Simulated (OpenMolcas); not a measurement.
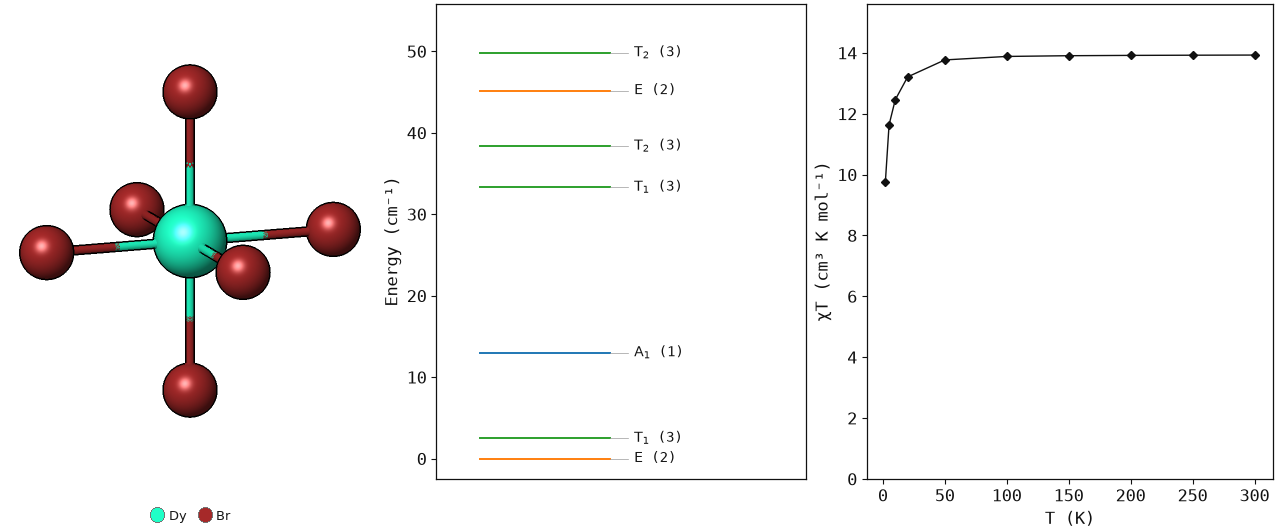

Dy²⁺ (4f¹⁰) as a dopant in CsCaBr₃, a cluster with its 6 nearest Br⁻ at 2.933 Å (octahedron) embedded in model potentials and point charges; the geometry was set, not optimised, and its levels and susceptibility. Labels give the representation in O, Td, D4 or D3 as the site allows (double group for half-integer spin) where it could be assigned and, in brackets, the degeneracy; spin-free states, where drawn, share the zero of the spin-orbit levels. Level of the calculation: state-averaged CASSCF, active space 10 electrons in the shell 4f, basis ANO-RCC-VDZP on all atoms, DKH2 scalar Hamiltonian, spin-orbit coupling by RASSI with atomic mean-field integrals (OpenMolcas). Powder susceptibility by Van Vleck's formula.

### Describe the ground state and the low levels.

The ground level is E, doubly degenerate, 95 % from states of spin multiplicity 5. Its principal g values are all close to zero. The next level lies at 2.5 cm⁻¹ (T₁). The lowest J multiplet spreads over 50 cm⁻¹. χT is 9.75 cm³ K mol⁻¹ at 2 K and 13.9 at 300 K, an effective moment of 10.56 μB. The active orbitals hold 100 % metal character (Löwdin), and the Mulliken charge of the metal is +1.26.

Note: high states of lower spin left out of the spin-orbit mixing; covalent bonds, ligand orbitals missing from the active space; the geometry is set by hand, with no relaxation and no charge compensation; spin-free states above about 42,000 cm⁻¹ are left out of the spin-orbit step.
